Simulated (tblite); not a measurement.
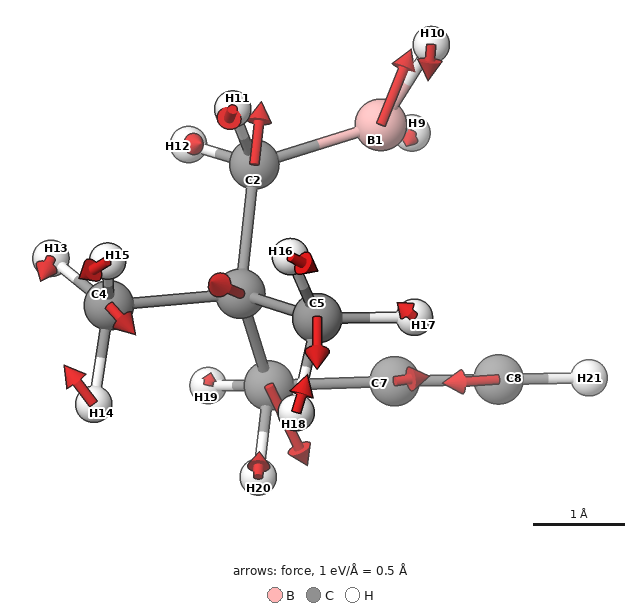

Starting geometry of C$_{7}$H$_{13}$B with the computed forces as red arrows. Style: ball-and-stick. Shown at a tilt.

Level of theory: tblite, GFN2-xTB geometry optimisation, gas phase. 

Is this structure relaxed? If not, where do the atoms go?

It isn't relaxed: the largest force vector, on a C atom, is 2.17 eV/Å. The final displacements have little in common with the starting forces (cosine between the two patterns 0.15). An H atom moves most after the best rigid fit: 1.33 Å. By element the largest moves are H 1.33 Å, C 0.75 Å, B 0.48 Å. Near-neighbour distances that change, for instance: B–C 3.249 → 2.104 Å, B–C 2.902 → 2.328 Å, C–C 1.484 → 1.549 Å, B–C 1.561 → 1.609 Å. Bond angles that change, for instance: C–C–H 179.7° → 164.2°, C–C–C 178.9° → 167.6°, C–C–C 117.0° → 106.4°. Groups turn about B–C by about 55°. Over 126 geometry steps the energy falls by 78.3 kJ/mol. Cost: 1.5 s on 1 thread of Arm Neoverse N1, on a shared host.
